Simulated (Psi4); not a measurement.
Exact exchange and the electronic atomisation energy of InNH4

The species is InNH4 (6 atoms), meant as a singlet with charge 0. SMILES: `[NH2][InH2]`. The coordinates come from a PBE0-D4/def2-TZVP relaxation.

The electronic atomisation energy y, in eV, basis def2-SVP with a core potential; a is the functional's share of exact exchange. Programs: Psi4 1.11.

| functional | program | a | y (eV) |
| --- | --- | --- | --- |
| BLYP | Psi4 | 0 | 15.23 |
| r2SCAN | Psi4 | 0 | 15.33 |
| B3LYP | Psi4 | 0.2 | ? |
| PBE0 | Psi4 | 0.25 | 15.20 |
| BHLYP | Psi4 | 0.5 | 14.88 |

Task: Fit y = c + s·a to the known rows and predict B3LYP.

Result: 
1. Means of the 4 rows: a = 0.1875, y = 15.160.
2. Σ(Δa)² = 0.17188, Σ(Δa·Δy) = -0.13, so the slope is -0.13/0.17188 = -0.75634.
3. Intercept: 15.160 − (-0.75634) × 0.1875 = 15.302. The largest residual of the fit is 0.087.
4. B3LYP: 15.302 + (-0.75634) × 0.2 = 15.15 eV.

The run gave 15.31 eV, so the prediction is off by -0.16 eV, more than the largest residual. The rows mix families of semi-local functionals, which the line can't see. Spin-orbit coupling is left out.

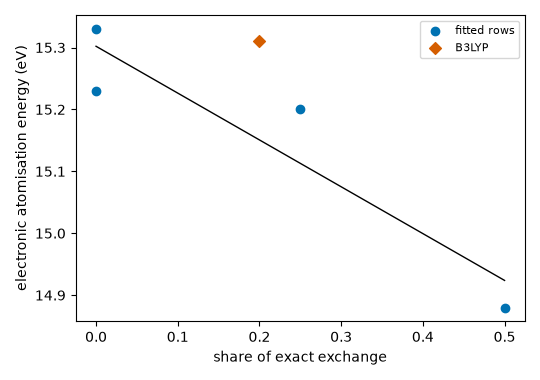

The fitted line, with the withheld row.
